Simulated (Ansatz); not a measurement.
## Geometry relaxation of GeH2Cl2OF (part 1 of 2)

- system: GeH2Cl2OF, multiplicity 2
- method: UKS PBE0/def2-SVP (Ansatz 0.2.0)

It belongs to a series of runs on one base structure; here: end point B relaxed.

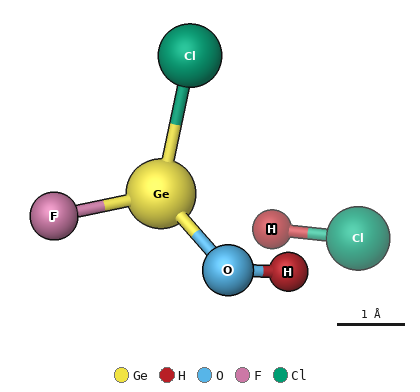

**Figure 1.** The starting structure (ball-and-stick view, seen at a tilt). Sticks mark near contacts.

The input:
```yaml
crystal:
  periodic: [false, false, false]
  atoms:
    - { symbol: Ge, position_ang: [-0.302083, 0.148766, -0.318214] }
    - { symbol: H, position_ang: [-0.04468, 0.135996, 2.423458] }
    - { symbol: O, position_ang: [1.454453, -0.011015, -0.352506] }
    - { symbol: H, position_ang: [1.776543, -0.462773, 0.441877] }
    - { symbol: F, position_ang: [-0.62764, 1.221797, -1.637902] }
    - { symbol: Cl, position_ang: [-1.316048, -1.714093, -0.76028] }
    - { symbol: Cl, position_ang: [0.877154, -0.711378, 2.879368] }
magnetization:
  spin_polarized: true
  initial_magnetization: 1
basis:
  gaussian: { orbitals: def2-SVP }
hamiltonian:
  xc: pbe0
relax:
  f_tol: 0.03
  max_steps: 50
```

Command:
```bash
ansatz run input.yaml --threads 4 --pin off --max-ram 5120MiB --backend cpu --events-out ev --progress --plain --runs-dir out
```

The program's output:
```
The last accepted step is kept in [file] (removed where the run ends without a failure and the disk answers)
Engine: ansatz 0.2.0, x86_64-unknown-linux-gnu
Functional definition: PBE0
  parameter a = 0.25
  parameter kappa = 0.804
  parameter beta = 0.06672455060314922
  exchange = (1 - a)*pbe_x(kappa = kappa, mu = beta*pi^2/3) + a*exact_x
  correlation = pbe_c(beta = beta)
1063 factors; integrals over basis functions are off by at most 4.0e-4 eV
mean field evaluation 1: about -86317.0041 eV, gradient 4.1e1 eV
mean field evaluation 2: about -86293.7370 eV, gradient 8.6e1 eV
mean field evaluation 4: about -86322.8599 eV, gradient 6.3e0 eV
mean field evaluation 8: about -86323.0132 eV, gradient 1.6e-1 eV
mean field evaluation 16: about -86323.0133 eV, gradient 1.3e-4 eV
mean field -86323.01332333 eV, -3172.3122277923 hartree, gradient 4.2e-5 eV, S^2 0.753103; 0 other end points of the search recorded, 0 dependent functions left out
the calculation of the forces begins
reference -86323.01334666 eV, -3172.3122286499 hartree; 43, 42 occupied and 63, 64 virtual orbitals, 1063 factors
relax step   1: F+E_penalty+E_count = -86323.01332333 eV  Δ(F+E_penalty+E_count) = +0.000e0 eV  max|allowed force component| = 7.908e-1 eV/Å  Δτ_max = 0.0000 Å  (31 SCF iters, accepted)
these checks for a lower state are left out or cut short: starts, cluster_reference, orbital_swaps, neighbouring_geometries, increment
1063 factors; integrals over basis functions are off by at most 2.6e-4 eV
mean field -86323.04560348 eV, -3172.3134140662 hartree, gradient 2.7e-5 eV, S^2 0.753082; 0 other end points of the search recorded, 0 dependent functions left out
[... from here on the field's lines of each further geometry are left out, up to the last ...]
relax step   2: F+E_penalty+E_count = -86323.04560348 eV  Δ(F+E_penalty+E_count) = -3.228e-2 eV  max|allowed force component| = 6.757e-1 eV/Å  Δτ_max = 0.1943 Å  (32 SCF iters, accepted)
relax step   3: F+E_penalty+E_count = -86323.05596129 eV  Δ(F+E_penalty+E_count) = -1.036e-2 eV  max|allowed force component| = 7.935e-1 eV/Å  Δτ_max = 0.1953 Å  (34 SCF iters, accepted)
relax step   4: F+E_penalty+E_count = -86323.04582115 eV  Δ(F+E_penalty+E_count) = +1.014e-2 eV  max|allowed force component| = 9.525e-1 eV/Å  Δτ_max = 0.1874 Å  (34 SCF iters, rejected (line search))
relax step   5: F+E_penalty+E_count = -86323.08600181 eV  Δ(F+E_penalty+E_count) = -3.004e-2 eV  max|allowed force component| = 1.581e-1 eV/Å  Δτ_max = 0.0937 Å  (34 SCF iters, accepted)
relax step   6: F+E_penalty+E_count = -86323.09415078 eV  Δ(F+E_penalty+E_count) = -8.149e-3 eV  max|allowed force component| = 4.490e-2 eV/Å  Δτ_max = 0.0999 Å  (32 SCF iters, accepted)
relax step   7: F+E_penalty+E_count = -86323.10148452 eV  Δ(F+E_penalty+E_count) = -7.334e-3 eV  max|allowed force component| = 1.396e-1 eV/Å  Δτ_max = 0.1463 Å  (33 SCF iters, accepted)
relax step   8: F+E_penalty+E_count = -86323.08696221 eV  Δ(F+E_penalty+E_count) = +1.452e-2 eV  max|allowed force component| = 1.008e0 eV/Å  Δτ_max = 0.1950 Å  (33 SCF iters, rejected (line search))
relax step   9: F+E_penalty+E_count = -86323.10632378 eV  Δ(F+E_penalty+E_count) = -4.839e-3 eV  max|allowed force component| = 1.389e-1 eV/Å  Δτ_max = 0.0762 Å  (34 SCF iters, accepted)
relax step  10: F+E_penalty+E_count = -86323.11344728 eV  Δ(F+E_penalty+E_count) = -7.124e-3 eV  max|allowed force component| = 8.728e-2 eV/Å  Δτ_max = 0.1000 Å  (33 SCF iters, accepted)
relax step  11: F+E_penalty+E_count = -86323.12020034 eV  Δ(F+E_penalty+E_count) = -6.753e-3 eV  max|allowed force component| = 7.134e-2 eV/Å  Δτ_max = 0.1500 Å  (33 SCF iters, accepted)
relax step  12: F+E_penalty+E_count = -86323.10438762 eV  Δ(F+E_penalty+E_count) = +1.581e-2 eV  max|allowed force component| = 1.021e0 eV/Å  Δτ_max = 0.1951 Å  (34 SCF iters, rejected (line search))
relax step  13: F+E_penalty+E_count = -86323.12220736 eV  Δ(F+E_penalty+E_count) = -2.007e-3 eV  max|allowed force component| = 2.425e-2 eV/Å  Δτ_max = 0.0414 Å  (34 SCF iters, accepted)
relax step  14: F+E_penalty+E_count = -86323.12413768 eV  Δ(F+E_penalty+E_count) = -1.930e-3 eV  max|allowed force component| = 2.688e-1 eV/Å  Δτ_max = 0.0963 Å  (33 SCF iters, accepted)
relax step  15: F+E_penalty+E_count = -86323.11629675 eV  Δ(F+E_penalty+E_count) = +7.841e-3 eV  max|allowed force component| = 7.720e-1 eV/Å  Δτ_max = 0.1497 Å  (34 SCF iters, rejected (line search))
relax step  16: F+E_penalty+E_count = -86323.12805379 eV  Δ(F+E_penalty+E_count) = -3.916e-3 eV  max|allowed force component| = 4.880e-2 eV/Å  Δτ_max = 0.0748 Å  (33 SCF iters, accepted)
relax step  17: F+E_penalty+E_count = -86323.12935949 eV  Δ(F+E_penalty+E_count) = -1.306e-3 eV  max|allowed force component| = 6.003e-2 eV/Å  Δτ_max = 0.0750 Å  (33 SCF iters, accepted)
relax step  18: F+E_penalty+E_count = -86323.12907352 eV  Δ(F+E_penalty+E_count) = +2.860e-4 eV  max|allowed force component| = 3.283e-1 eV/Å  Δτ_max = 0.1097 Å  (33 SCF iters, rejected (line search))
relax step  19: F+E_penalty+E_count = -86323.13068805 eV  Δ(F+E_penalty+E_count) = -1.329e-3 eV  max|allowed force component| = 1.767e-2 eV/Å  Δτ_max = 0.0549 Å  (34 SCF iters, accepted)
relax step  20: F+E_penalty+E_count = -86323.13124198 eV  Δ(F+E_penalty+E_count) = -5.539e-4 eV  max|allowed force component| = 9.079e-2 eV/Å  Δτ_max = 0.0549 Å  (33 SCF iters, accepted)
relax step  21: F+E_penalty+E_count = -86323.13164771 eV  Δ(F+E_penalty+E_count) = -4.057e-4 eV  max|allowed force component| = 8.905e-2 eV/Å  Δτ_max = 0.0379 Å  (34 SCF iters, accepted)
relax step  22: F+E_penalty+E_count = -86323.13135630 eV  Δ(F+E_penalty+E_count) = +2.914e-4 eV  max|allowed force component| = 1.291e-1 eV/Å  Δτ_max = 0.1131 Å  (33 SCF iters, rejected (line search))
relax step  23: F+E_penalty+E_count = -86323.13223203 eV  Δ(F+E_penalty+E_count) = -5.843e-4 eV  max|allowed force component| = 4.082e-2 eV/Å  Δτ_max = 0.0553 Å  (34 SCF iters, accepted)
relax step  24: F+E_penalty+E_count = -86323.13246788 eV  Δ(F+E_penalty+E_count) = -2.358e-4 eV  max|allowed force component| = 5.435e-2 eV/Å  Δτ_max = 0.0501 Å  (34 SCF iters, accepted)
relax step  25: F+E_penalty+E_count = -86323.13254083 eV  Δ(F+E_penalty+E_count) = -7.295e-5 eV  max|allowed force component| = 5.087e-2 eV/Å  Δτ_max = 0.0266 Å  (34 SCF iters, accepted)
relax step  26: F+E_penalty+E_count = -86323.13259577 eV  Δ(F+E_penalty+E_count) = -5.494e-5 eV  max|allowed force component| = 3.959e-2 eV/Å  Δτ_max = 0.0173 Å  (35 SCF iters, accepted)
the calculation of the forces begins
reference -86323.13267164 eV, -3172.3166137618 hartree; 43, 42 occupied and 63, 64 virtual orbitals, 1063 factors
relax step  27: F+E_penalty+E_count = -86323.13264668 eV  Δ(F+E_penalty+E_count) = -5.092e-5 eV  max|allowed force component| = 2.643e-2 eV/Å  Δτ_max = 0.0088 Å  (28 SCF iters, accepted)
```

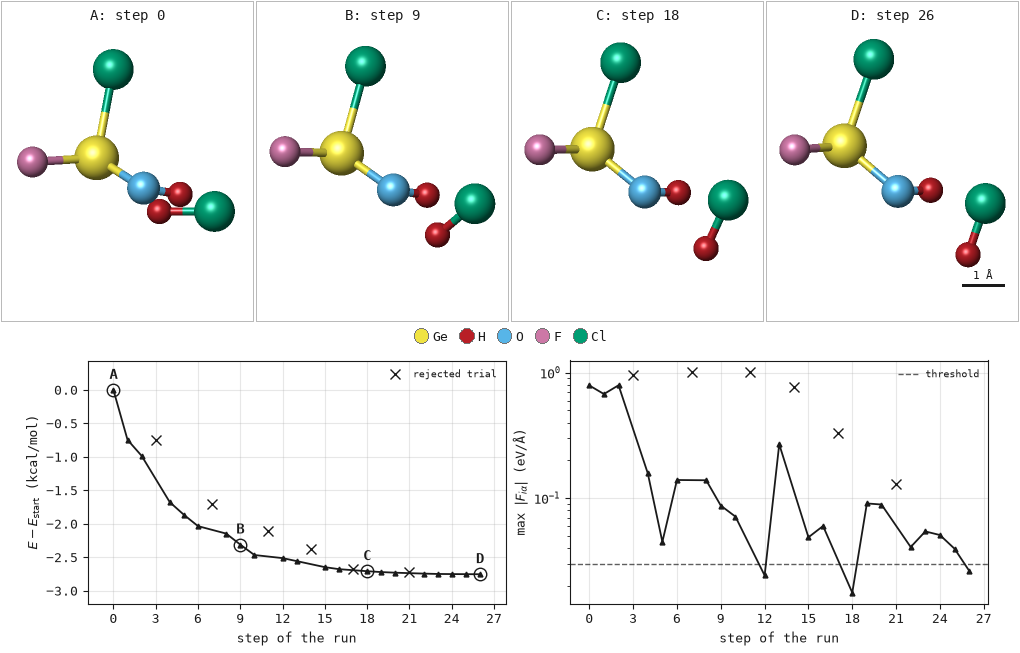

**Figure 2.** Frames of the relaxation (ball-and-stick view, seen at a tilt) above the curves, on which the letters mark them (the first geometry is step 0 here and step 1 in the log).

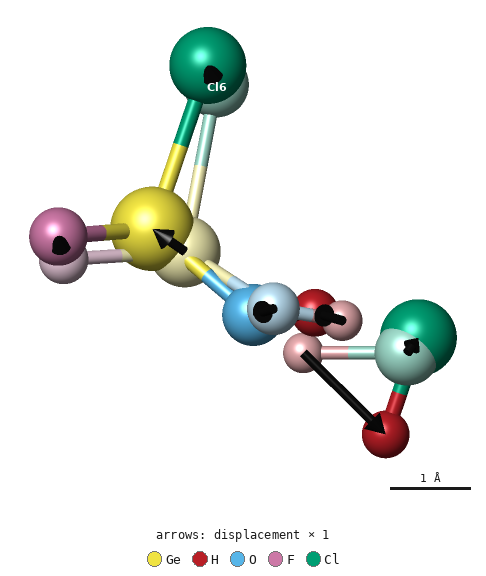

**Figure 3.** Start (faint) and end (solid) with the displacements as black arrows, at true length (ball-and-stick view, seen at a tilt). The two geometries are laid on each other by the best rigid fit. The energy falls by 2.75 kcal/mol in 26 geometry steps. Largest force component: 0.79 eV/Å at the start, 0.026 eV/Å at the end. The line search rejected the trial steps at points 3, 7, 11, 14, 17, 21 (counted from 0) and went back. The atom that moves furthest after the best rigid fit is H2 (1.46 Å). By element the largest moves are H 1.46 Å, F 0.67 Å, Ge 0.52 Å, O 0.52 Å, Cl 0.49 Å. Among the contacts that change: H2–Cl7 1.333 → 1.289 Å, Ge1–Cl6 2.167 → 2.176 Å. (Atoms are counted from 1 in the order of the input.)

```
1063 factors; integrals over basis functions are off by at most 3.0e-4 eV
mean field -86323.13264668 eV, -3172.3166128448 hartree, gradient 2.5e-5 eV, S^2 0.753180; 1 other end points of the search recorded, 0 dependent functions left out
the calculation of the forces begins
reference -86323.13267164 eV, -3172.3166137618 hartree; 43, 42 occupied and 63, 64 virtual orbitals, 1063 factors
Total energy: -86323.13267164 eV, -3172.3166137618 hartree
Atom 0 at    -0.559211     0.196804    -0.770731 Å, force     0.017609     0.006503    -0.001799 eV/Å
Atom 1 at     1.020205     0.248317     3.358274 Å, force    -0.006870    -0.026429    -0.009016 eV/Å
Atom 2 at     1.069314     0.206777    -0.087650 Å, force    -0.022377    -0.002019    -0.007664 eV/Å
Atom 3 at     1.118464    -0.323072     0.724517 Å, force     0.005676     0.000929     0.002487 eV/Å
Atom 4 at    -0.356316     1.051416    -2.267495 Å, force    -0.001046    -0.005950     0.007433 eV/Å
Atom 5 at    -1.194007    -1.826091    -1.262075 Å, force     0.000078     0.001202    -0.001282 eV/Å
Atom 6 at     0.719251    -0.946851     2.980961 Å, force     0.006929     0.025763     0.009840 eV/Å
Dipole moment:     0.007518     0.157749     0.856736 e Å
```

Trajectory as extended XYZ (Å, eV, eV/Å), 27 frames, from step=1 to step=27:
```
7
Properties=species:S:1:pos:R:3:forces:R:3 step=1 energy=-86323.01332
Ge   -0.3021    0.1488   -0.3182    0.0146   0.0129  -0.1119
H    -0.0447    0.1360    2.4235    0.7908  -0.7185   0.4855
O     1.4545   -0.0110   -0.3525   -0.0202  -0.0050   0.0133
H     1.7765   -0.4628    0.4419    0.0029   0.0005   0.0035
F    -0.6276    1.2218   -1.6379   -0.0075   0.0031  -0.0035
Cl   -1.3160   -1.7141   -0.7603   -0.0035  -0.0083   0.0013
Cl    0.8772   -0.7114    2.8794   -0.7771   0.7153  -0.3882
7
Properties=species:S:1:pos:R:3:forces:R:3 step=2 energy=-86323.04560
Ge   -0.3096    0.1406   -0.3813   -0.0008   0.0928   0.1150
H    -0.0399    0.1592    2.6163    0.6757  -0.6121   0.2542
O     1.4487   -0.0087   -0.3701   -0.0028  -0.0335  -0.0275
H     1.7543   -0.4586    0.4322   -0.0284   0.0166  -0.0117
F    -0.6174    1.2238   -1.6967    0.0087  -0.0253  -0.0773
Cl   -1.3234   -1.7254   -0.8099    0.0053  -0.0439  -0.0572
Cl    0.9049   -0.7236    2.8853   -0.6577   0.6053  -0.1954
7
Properties=species:S:1:pos:R:3:forces:R:3 step=3 energy=-86323.05596
Ge   -0.3235    0.1737   -0.4076    0.0163  -0.0644  -0.1864
H    -0.0236    0.1677    2.8107    0.7935  -0.7523   0.1006
O     1.4314   -0.0216   -0.3972    0.0236   0.0215   0.1237
H     1.7289   -0.4282    0.4324   -0.0456   0.0411  -0.0779
F    -0.6051    1.1822   -1.7915    0.0218   0.0103   0.0573
Cl   -1.3124   -1.7080   -0.8479   -0.0333  -0.0029   0.0447
Cl    0.9221   -0.7585    2.8769   -0.7765   0.7468  -0.0619
7
Properties=species:S:1:pos:R:3:forces:R:3 step=4 energy=-86323.04582 accepted=F
Ge   -0.3227    0.1291   -0.4617    0.0125   0.1606   0.2960
H     0.0159    0.2230    2.9853    0.8836  -0.9525  -0.1973
O     1.4380    0.0027   -0.3877   -0.0177  -0.0538  -0.1091
H     1.7195   -0.4328    0.4305   -0.0585   0.0431  -0.0258
F    -0.5953    1.1967   -1.7970    0.0172  -0.0187  -0.1510
Cl   -1.3261   -1.7445   -0.8869    0.0221  -0.0877  -0.0935
Cl    0.8884   -0.7669    2.7932   -0.8592   0.9090   0.2808
7
Properties=species:S:1:pos:R:3:forces:R:3 step=5 energy=-86323.08600
Ge   -0.3351    0.1836   -0.4601   -0.0188   0.0341  -0.0249
H     0.0216    0.1436    2.8892    0.1581  -0.1344   0.0395
O     1.4200    0.0118   -0.3841   -0.0282   0.0625  -0.1048
H     1.6938   -0.4107    0.4410    0.0092  -0.0434   0.1082
F    -0.5839    1.1683   -1.8666    0.0293  -0.0301   0.0196
Cl   -1.3262   -1.7088   -0.8436   -0.0059  -0.0221  -0.0074
Cl    0.9274   -0.7805    2.8999   -0.1437   0.1333  -0.0302
7
Properties=species:S:1:pos:R:3:forces:R:3 step=6 energy=-86323.09415
Ge   -0.3527    0.1931   -0.4880    0.0256   0.0036  -0.0219
H     0.0865    0.1611    2.9631    0.0419  -0.0151   0.0266
O     1.4031    0.0345   -0.3668   -0.0271   0.0113  -0.0029
H     1.6634   -0.3867    0.4665   -0.0449   0.0132  -0.0033
F    -0.5682    1.1430   -1.9235    0.0253  -0.0193   0.0203
Cl   -1.3267   -1.7126   -0.8593    0.0055  -0.0078   0.0001
Cl    0.9123   -0.8251    2.8839   -0.0263   0.0141  -0.0189
```
